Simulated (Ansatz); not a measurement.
CHOP (SMILES O=C=P)

```yaml
atoms:
  - { symbol: C, position_ang: [-1.1079, -0.7786, 2.5042] }
  - { symbol: O, position_ang: [-0.4756, -1.5485, 3.0849] }
  - { symbol: P, position_ang: [-2.1296, 0.2611, 1.6630] }
  - { symbol: H, position_ang: [-1.0290, 1.1751, 1.6047] }
```

Geometry: PBE0-D3(BJ)/def2-SVP.

These are results of isolated molecule in a Gaussian basis; Kohn-Sham density functional theory, functional PBE0 in Ansatz 0.2.0, not measurements.

> Predict the electron density and electron localisation function between the atoms.

C–O (1.15 Å): ρ is about 3.9 e/Å³ halfway; the ELF peaks at about 0.85 between the atoms; a multiple bond.
C–P (1.68 Å): ρ is about 1.3 e/Å³ halfway; the ELF peaks at about 0.90 between the atoms (localised, covalent bonding).
P–H (1.43 Å): the density is about 1 e/Å³ at the midpoint; the ELF climbs to about 1 towards the hydrogen, as it does in any bond to H.

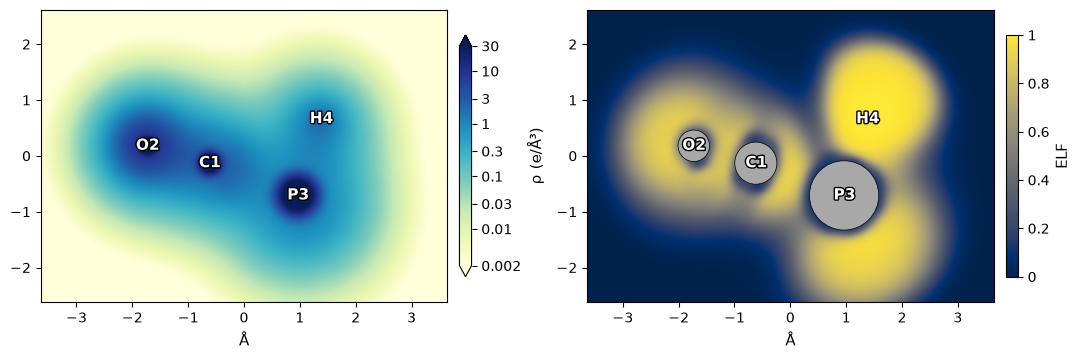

Computed electron density and electron localisation function on the molecular plane, in this order. Grey discs cover the atomic cores in the ELF map. 
